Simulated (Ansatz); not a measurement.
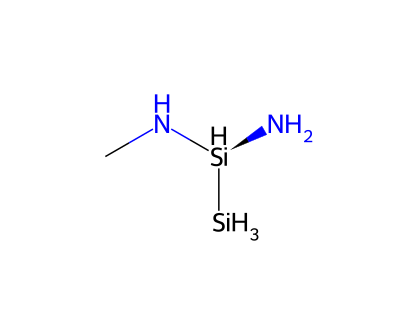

The geometry was computed by an optimisation with PBE-D4/def2-SVP. No frequency run is at hand to confirm it as a minimum. Properties computed with RKS PBE-D4/def2-SVP (Ansatz 0.2.0).

Predict the main results.

The species is CH10N2Si2 (`CN[Si@@H](N)[SiH3]`).
- dipole moment: 1.64 D
- dispersion correction: −31.8 kJ/mol
